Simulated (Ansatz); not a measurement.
**Si4NH13: nudged elastic band (part 2 of 2)**

Si4NH13; RKS B3LYP-D4/6-31G* (Ansatz 0.2.0). It belongs to a series of runs on one base structure; here: band between the two ends.

Geometry of the input (Å):
```
Si -0.0600  0.2460  -0.0762
H  -0.1047  0.1992  1.4160
Si 2.1818  0.3459  -0.7667
H  2.9306  -0.8522  -0.2933
H  2.2408  0.3697  -2.2544
H  2.8615  1.5636  -0.2453
Si -1.2253  2.1481  -0.8094
H  -2.6604  2.0723  -0.4203
H  -0.6423  3.3926  -0.2364
H  -1.1462  2.2296  -2.2938
Si -1.0756  -1.6855  -0.9600
H  -1.9427  -2.3497  0.0510
H  -1.9230  -1.3164  -2.1289
H  -0.0597  -2.6661  -1.4309
N  1.0892  -2.9175  1.7036
H  0.3956  -3.4965  1.2343
H  1.7071  -2.5477  0.9842
H  0.5930  -2.1261  2.1080
```

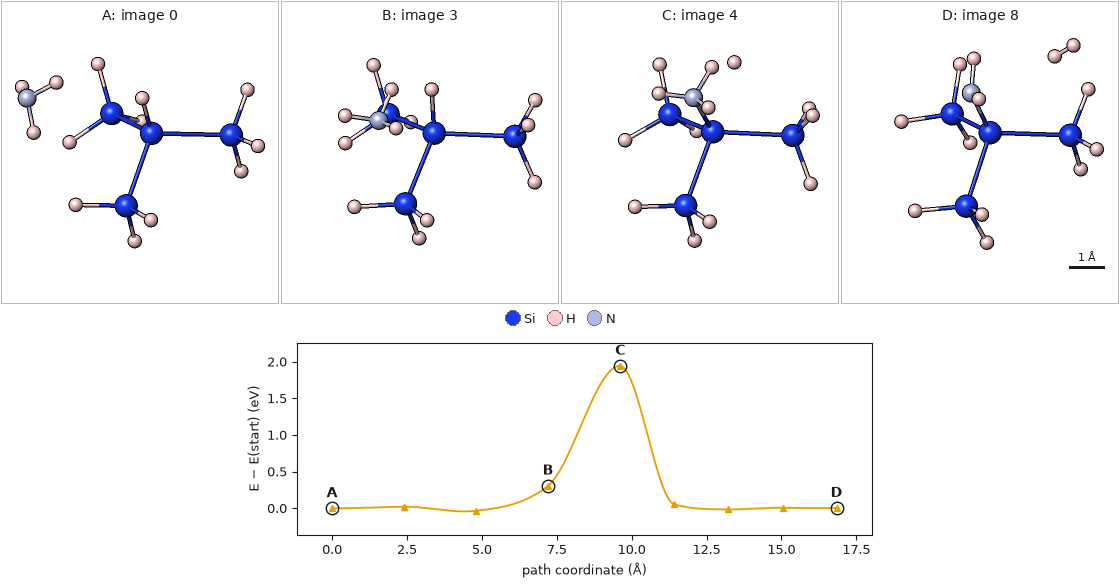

Images of the last band (counted from 0; ball-and-stick, seen at a tilt) above the energy along the path; the line is a cubic interpolation that uses the forces. The highest image is number 4, 1.944 eV above the start and 1.941 eV above the end (the climbing image); the end lies 0.003 eV above the start. A further maximum stands at image 1, 0.021 eV from the start, so the path isn't one elementary step. The path is 16.84 Å long. The band converged in 33 iterations.

```
Total energy: -33211.20410680 eV, -1220.4892395622 hartree
Atom 0 at     0.104083    -0.430551    -0.189748 Å, force     0.035379     0.032265    -0.023747 eV/Å
Atom 1 at    -1.390416    -0.511227     1.290404 Å, force    -0.010729    -0.031863     0.003369 eV/Å
Atom 2 at     2.208519    -0.332320    -1.314803 Å, force    -0.002193    -0.005440     0.006254 eV/Å
Atom 3 at     2.959634    -1.625551    -1.307913 Å, force     0.002558     0.000132     0.002010 eV/Å
Atom 4 at     1.991523     0.041228    -2.742736 Å, force     0.002254    -0.003029    -0.000994 eV/Å
Atom 5 at     3.122694     0.695340    -0.725964 Å, force    -0.004714    -0.001040     0.000063 eV/Å
Atom 6 at    -0.777327     1.723824    -0.119755 Å, force    -0.001571    -0.004604     0.010668 eV/Å
Atom 7 at    -2.248328     1.689979    -0.311058 Å, force     0.000652    -0.001143    -0.005483 eV/Å
Atom 8 at    -0.451023     2.300523     1.215521 Å, force     0.000170    -0.001971    -0.008771 eV/Å
Atom 9 at    -0.179564     2.631703    -1.146994 Å, force     0.000996     0.008445    -0.007224 eV/Å
Atom 10 at    -1.118505    -2.101421    -1.289682 Å, force    -0.007046     0.009221     0.000809 eV/Å
Atom 11 at    -2.007466    -2.873890    -0.386666 Å, force     0.008220    -0.011282     0.008492 eV/Å
Atom 12 at    -1.938134    -1.451463    -2.350575 Å, force    -0.007315    -0.000106     0.018155 eV/Å
Atom 13 at    -0.188671    -3.059107    -1.957670 Å, force    -0.001893     0.005223    -0.008933 eV/Å
Atom 14 at     0.786497    -0.975794     1.518266 Å, force    -0.001666    -0.023958     0.010708 eV/Å
Atom 15 at     1.166742    -1.922453     1.584573 Å, force     0.005315    -0.001915    -0.011036 eV/Å
Atom 16 at     1.433350    -0.321026     1.964460 Å, force    -0.005645    -0.009189     0.006187 eV/Å
Atom 17 at    -0.314010    -0.868498     1.851742 Å, force    -0.012771     0.040252    -0.000525 eV/Å
Dipole moment:     0.457132    -0.268549     0.424865 e Å
this run last wrote the band of iteration 33 to [file]
```

The last band as extended XYZ (Å, eV, eV/Å)
```
18
Properties=species:S:1:pos:R:3:forces:R:3 image=0 energy=-33213.14824
Si   -0.0600    0.2460   -0.0762   -0.0022  -0.0018   0.0037
H    -0.1047    0.1992    1.4160    0.0021  -0.0035  -0.0006
Si    2.1818    0.3459   -0.7667    0.0023   0.0071  -0.0024
H     2.9306   -0.8522   -0.2933   -0.0020   0.0031  -0.0012
H     2.2408    0.3697   -2.2544    0.0006  -0.0003   0.0061
H     2.8615    1.5636   -0.2453   -0.0018  -0.0068  -0.0033
Si   -1.2253    2.1481   -0.8094    0.0063  -0.0004  -0.0044
H    -2.6604    2.0723   -0.4203   -0.0015  -0.0024   0.0005
H    -0.6423    3.3926   -0.2364   -0.0009  -0.0006   0.0001
H    -1.1462    2.2296   -2.2938   -0.0009   0.0025  -0.0007
Si   -1.0756   -1.6855   -0.9600   -0.0036   0.0025  -0.0023
H    -1.9427   -2.3497    0.0510   -0.0003  -0.0002  -0.0016
H    -1.9230   -1.3164   -2.1289    0.0028  -0.0010   0.0046
H    -0.0597   -2.6661   -1.4309   -0.0009   0.0009   0.0012
N     1.0892   -2.9175    1.7036   -0.0062  -0.0055  -0.0021
H     0.3956   -3.4965    1.2343    0.0061   0.0024   0.0016
H     1.7071   -2.5477    0.9842   -0.0052   0.0034   0.0046
H     0.5930   -2.1261    2.1080    0.0053   0.0006  -0.0037
18
Properties=species:S:1:pos:R:3:forces:R:3 image=1 energy=-33213.12715
Si   -0.1663    0.1266   -0.1119    0.0019   0.0004  -0.0005
H    -0.2163    0.0410    1.3769    0.0016   0.0002  -0.0007
Si    2.0758    0.1617   -0.8177   -0.0035   0.0017  -0.0018
H     2.6644   -1.2055   -0.8442    0.0004  -0.0003  -0.0010
H     2.1590    0.7266   -2.1928   -0.0008   0.0003   0.0009
H     2.8983    1.0080    0.0903    0.0011   0.0006  -0.0010
Si   -1.2068    2.1219   -0.7869    0.0010  -0.0038   0.0009
H    -2.6051    2.1993   -0.2812   -0.0017  -0.0026  -0.0010
H    -0.4553    3.3054   -0.2843   -0.0029   0.0005   0.0013
H    -1.2400    2.1853   -2.2739    0.0012   0.0005  -0.0006
Si   -1.2966   -1.7147   -1.0399    0.0043   0.0051   0.0048
H    -2.5350   -2.0213   -0.2726   -0.0026   0.0037  -0.0025
H    -1.6749   -1.4137   -2.4478    0.0038  -0.0015  -0.0019
H    -0.4342   -2.9290   -1.0419   -0.0032  -0.0004   0.0043
N     1.3916   -2.7209    1.7781    0.0085   0.0022   0.0037
H     1.4255   -2.8948    0.7757   -0.0094   0.0017   0.0068
H     1.9473   -1.8849    1.9504   -0.0042  -0.0062  -0.0024
H     0.4283   -2.4819    2.0053    0.0043  -0.0020  -0.0093
18
Properties=species:S:1:pos:R:3:forces:R:3 image=2 energy=-33213.18271
Si   -0.2929   -0.0091   -0.2262   -0.0075  -0.0029  -0.0028
H    -0.5244   -0.1605    1.2403    0.0113  -0.0008   0.0062
Si    1.9799   -0.1671   -0.7881   -0.0099   0.0130   0.0028
H     2.3753   -1.5425   -1.1818    0.0021  -0.0007   0.0027
H     2.2043    0.6955   -1.9922   -0.0020   0.0086   0.0117
H     2.8808    0.3561    0.2738    0.0051   0.0015   0.0172
Si   -1.1616    2.1046   -0.7697   -0.0043  -0.0079  -0.0156
H    -2.6499    2.1252   -0.6873   -0.0057   0.0010  -0.0022
H    -0.6404    3.1210    0.1891    0.0034   0.0161  -0.0157
H    -0.7679    2.5240   -2.1426   -0.0112  -0.0085  -0.0197
Si   -1.4661   -1.7372   -1.3225    0.0097   0.0149   0.0153
H    -2.4058   -2.4213   -0.3890   -0.0131   0.0088  -0.0042
H    -2.2596   -1.2167   -2.4713    0.0004   0.0063   0.0032
H    -0.5249   -2.7632   -1.8523   -0.0020   0.0025   0.0071
N     1.5774   -1.9620    1.6565    0.0238  -0.0346   0.0411
H     2.1211   -2.8239    1.6622    0.0049   0.0006  -0.0270
H     2.0390   -1.3286    2.3081   -0.0057  -0.0029  -0.0115
H     0.6754   -2.1848    2.0743    0.0008  -0.0150  -0.0085
18
Properties=species:S:1:pos:R:3:forces:R:3 image=3 energy=-33212.83931
Si   -0.3164   -0.2289   -0.4101   -0.0767   0.0351  -0.0449
H    -0.7852   -0.5098    0.9818    0.1019  -0.0223  -0.0678
Si    1.9526   -0.3185   -1.0137   -0.0532   0.0034   0.0520
H     2.5549   -1.6767   -1.0247   -0.0780  -0.0155   0.0602
H     1.9714    0.1464   -2.4424   -0.0092   0.0077   0.0558
H     2.8392    0.6191   -0.2700   -0.0558  -0.0165   0.0813
Si   -1.0158    1.9979   -0.4266   -0.0442   0.0313  -0.0665
H    -2.4970    2.1201   -0.4869   -0.0510   0.0794  -0.0403
H    -0.5736    2.5124    0.9059   -0.0258   0.0488  -0.0727
H    -0.3898    2.8505   -1.4705   -0.0442   0.0327  -0.0745
Si   -1.3584   -1.9576   -1.6106   -0.0200   0.0233  -0.0403
H    -2.2375   -2.7287   -0.6856   -0.0431   0.0226  -0.0427
H    -2.1601   -1.5028   -2.7733   -0.0677  -0.0106  -0.0930
H    -0.3084   -2.8975   -2.0999   -0.0335   0.0262  -0.0341
N     1.4027   -1.4042    1.8272    0.1618  -0.0440   0.0449
H     1.7463   -2.3293    2.0692    0.1240  -0.0622   0.1145
H     1.9059   -0.7265    2.3954    0.0874  -0.0539   0.0948
H     0.4287   -1.3565    2.1162    0.1274  -0.0854   0.0731
18
Properties=species:S:1:pos:R:3:forces:R:3 image=4 energy=-33211.20377
Si    0.1041   -0.4306   -0.1897    0.0354   0.0323  -0.0237
H    -1.3904   -0.5112    1.2904   -0.0107  -0.0319   0.0034
Si    2.2085   -0.3323   -1.3148   -0.0022  -0.0054   0.0063
H     2.9596   -1.6256   -1.3079    0.0026   0.0001   0.0020
H     1.9915    0.0412   -2.7427    0.0023  -0.0030  -0.0010
H     3.1227    0.6953   -0.7260   -0.0047  -0.0010   0.0001
Si   -0.7773    1.7238   -0.1198   -0.0016  -0.0046   0.0107
H    -2.2483    1.6900   -0.3111    0.0007  -0.0011  -0.0055
H    -0.4510    2.3005    1.2155    0.0002  -0.0020  -0.0088
H    -0.1796    2.6317   -1.1470    0.0010   0.0084  -0.0072
Si   -1.1185   -2.1014   -1.2897   -0.0070   0.0092   0.0008
H    -2.0075   -2.8739   -0.3867    0.0082  -0.0113   0.0085
H    -1.9381   -1.4515   -2.3506   -0.0073  -0.0001   0.0182
H    -0.1887   -3.0591   -1.9577   -0.0019   0.0052  -0.0089
N     0.7865   -0.9758    1.5183   -0.0017  -0.0240   0.0107
H     1.1667   -1.9225    1.5846    0.0053  -0.0019  -0.0110
H     1.4333   -0.3210    1.9645   -0.0056  -0.0092   0.0062
H    -0.3140   -0.8685    1.8517   -0.0128   0.0403  -0.0005
18
Properties=species:S:1:pos:R:3:forces:R:3 image=5 energy=-33213.09632
Si    0.4469   -0.4787   -0.2614    0.0282  -0.0140   0.0091
H    -2.0411   -0.5729    2.1395   -0.0553  -0.0021   0.0682
Si    2.3554   -0.2553   -1.6146    0.0181   0.0097  -0.0248
H     3.0807   -1.5583   -1.6656    0.0154   0.0069  -0.0207
H     2.0352    0.1588   -3.0096    0.0080   0.0064  -0.0218
H     3.2853    0.7521   -1.0260    0.0125   0.0100  -0.0212
Si   -0.6191    1.6164   -0.0519    0.0119  -0.0066   0.0052
H    -2.1034    1.5116   -0.0861    0.0094  -0.0177   0.0086
H    -0.2245    2.2668    1.2304    0.0114  -0.0038  -0.0044
H    -0.1996    2.5100   -1.1686   -0.0016  -0.0102  -0.0045
Si   -1.0165   -2.0288   -1.2631    0.0124   0.0044  -0.0035
H    -2.0170   -2.5600   -0.2983    0.0042   0.0196   0.0083
H    -1.7435   -1.3653   -2.3822    0.0181   0.0034  -0.0012
H    -0.2626   -3.1823   -1.8328   -0.0011  -0.0103   0.0079
N     0.8635   -1.0441    1.3578   -0.0175   0.0045  -0.0418
H     1.2431   -1.9813    1.4449    0.0137  -0.0011  -0.0007
H     1.3976   -0.4073    1.9406    0.0051  -0.0100   0.0136
H    -1.3208   -0.7723    2.1286   -0.0930   0.0110   0.0237
18
Properties=species:S:1:pos:R:3:forces:R:3 image=6 energy=-33213.16475
Si    0.4560   -0.5197   -0.3672   -0.0037  -0.0166   0.0164
H    -1.8752   -0.3743    3.2121    0.0007  -0.0054   0.0020
Si    2.3846   -0.1914   -1.6889    0.0012   0.0028   0.0000
H     3.1583   -1.4600   -1.8239    0.0014  -0.0020  -0.0011
H     2.0275    0.2789   -3.0579   -0.0008   0.0015  -0.0019
H     3.2899    0.8234   -1.0746   -0.0012  -0.0015  -0.0010
Si   -0.6276    1.5483   -0.0920    0.0061  -0.0053   0.0021
H    -2.0481    1.3801    0.3173   -0.0025   0.0002   0.0020
H     0.0679    2.3579    0.9500    0.0000   0.0008  -0.0030
H    -0.5915    2.3115   -1.3707   -0.0013   0.0017  -0.0042
Si   -0.9768   -2.0170   -1.4729    0.0017   0.0024   0.0022
H    -2.2451   -2.2060   -0.7169   -0.0018   0.0022  -0.0003
H    -1.3045   -1.4898   -2.8271    0.0039  -0.0017  -0.0049
H    -0.3312   -3.3511   -1.6408   -0.0013  -0.0011   0.0039
N     0.7510   -1.1634    1.2479    0.0038   0.0449  -0.0292
H     1.1191   -2.1068    1.3203   -0.0013  -0.0002  -0.0025
H     1.2477   -0.5585    1.8949   -0.0025  -0.0233   0.0166
H    -1.3422   -0.6528    2.7719   -0.0022   0.0006   0.0028
18
Properties=species:S:1:pos:R:3:forces:R:3 image=7 energy=-33213.14131
Si    0.4302   -0.5693   -0.4025    0.0002  -0.0037   0.0045
H    -1.4624   -0.1147    3.5407    0.0027   0.0013   0.0011
Si    2.4038   -0.1340   -1.6012    0.0006   0.0002   0.0008
H     3.0886   -1.3974   -1.9913   -0.0004   0.0004   0.0004
H     2.0920    0.6372   -2.8372    0.0006   0.0008   0.0009
H     3.3532    0.6736   -0.7816   -0.0003  -0.0006   0.0011
Si   -0.7635    1.4561   -0.1685    0.0006   0.0008  -0.0013
H    -2.1179    1.2332    0.4143    0.0001  -0.0001   0.0005
H    -0.0369    2.4065    0.7235   -0.0008  -0.0003  -0.0024
H    -0.9375    2.1134   -1.4958   -0.0014  -0.0017   0.0003
Si   -0.9069   -2.0775   -1.6092    0.0002  -0.0008  -0.0008
H    -2.0203   -2.5794   -0.7522    0.0007  -0.0005  -0.0013
H    -1.5052   -1.3972   -2.7916   -0.0001   0.0003  -0.0004
H    -0.1231   -3.2513   -2.0835    0.0001   0.0010  -0.0010
N     0.8944   -1.3848    1.0835   -0.0043   0.0083  -0.0094
H     0.1755   -1.8488    1.6277    0.0000  -0.0010   0.0028
H     1.5562   -0.9282    1.7018   -0.0002  -0.0046   0.0030
H    -0.9607   -0.2281    3.0045    0.0017   0.0005   0.0011
18
Properties=species:S:1:pos:R:3:forces:R:3 image=8 energy=-33213.14506
Si    0.2971   -0.6478   -0.4284    0.0082   0.0063  -0.0117
H    -0.4688    0.4906    3.7744   -0.0004  -0.0025  -0.0047
Si    2.3557   -0.0861   -1.4127   -0.0015  -0.0002  -0.0031
H     3.0697   -1.2933   -1.9127    0.0003   0.0012   0.0008
H     2.1408    0.8448   -2.5559    0.0009  -0.0013   0.0015
H     3.2371    0.5960   -0.4209   -0.0019  -0.0003  -0.0006
Si   -0.9704    1.3294   -0.1775   -0.0017   0.0031   0.0031
H    -2.2829    1.0529    0.4755    0.0001   0.0008  -0.0006
H    -0.2520    2.3365    0.6560   -0.0009  -0.0013  -0.0011
H    -1.2398    1.9437   -1.5095    0.0013  -0.0016   0.0013
Si   -0.8777   -2.1099   -1.8438   -0.0040  -0.0063  -0.0022
H    -2.0666   -2.6763   -1.1421    0.0054   0.0034  -0.0025
H    -1.3592   -1.3801   -3.0504    0.0015  -0.0020   0.0045
H    -0.0190   -3.2432   -2.2869   -0.0041   0.0049   0.0022
N     0.6664   -1.5425    1.0378   -0.0081  -0.0033   0.0189
H    -0.0930   -1.9952    1.5353    0.0082  -0.0004  -0.0023
H     1.3239   -1.1441    1.6994   -0.0019  -0.0023  -0.0070
H    -0.3019    0.1340    3.1439   -0.0013   0.0017   0.0036
```

Key numbers

| quantity | value |
| --- | --- |
| outcome | converged |
| barrier, forward | 1.944 eV |
| barrier, backward | 1.941 eV |
| wall time | 11 min (CPU time 40 min) |
| peak memory | 0.34 GiB |

Notes

The order of the saddle point was not checked.
